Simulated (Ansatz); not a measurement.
# A thicker film of CeO2 (111) from four thinner ones

In a field along its normal an insulating film takes a dipole p. Written as a length, p/(ε₀AE), it should grow by 1 − 1/ε for each ångström added.

Set-up. Ansatz 0.2.0, plane waves with PAW datasets (its set soft_2), PBE; fluorite films relaxed at a bulk in-plane lattice constant near the measured one, then held in weak fields of both signs with a dipole correction (A is the cell's area, E the outer field).

| run | distance between the outer atoms (Å) | p/(ε₀AE) (Å) |
| --- | --- | --- |
| 2 units | 4.715 | 5.613 |
| 3 units | 7.913 | 8.391 |
| 4 units | 11.106 | 11.165 |
| 5 units | 14.299 | 13.939 |
| 6 units | 17.490 | ? |

Q: Estimate the withheld value from the rows shown.

A least-squares line through the 4 rows shown has slope 0.8687 and intercept 1.5172; no row lies more than 0.001 Å off it. That slope means ε = 1/(1 − 0.8687) = 7.62. At 17.490 it gives 0.8687 × 17.490 + 1.5172 = 16.711 Å, beyond the rows fitted. Rounding and scatter of the rows alone allow about ±0.002 Å there.

The run itself gives 16.712 Å: a miss of +0.001 Å, or 0.0 % of the value. The length is met to within 1 %, though ε is more sensitive than the length: the two thickest films give ε = 7.63.

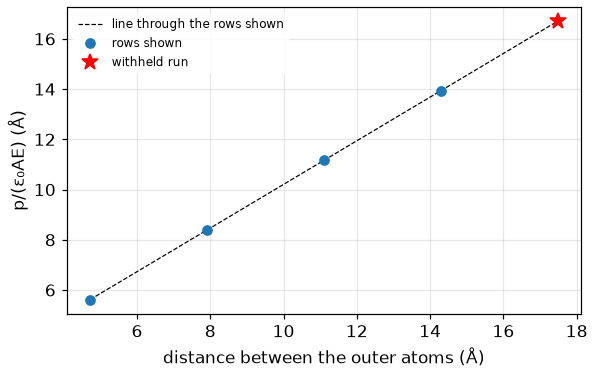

The fit and the withheld run.

**Limits.** This is the electronic response alone. A unit is one step of the cut along the normal (a plane, a pair of planes or a cell), and the layers relax along it, away from their bulk spacing where the functional's lattice constant differs from the one held.
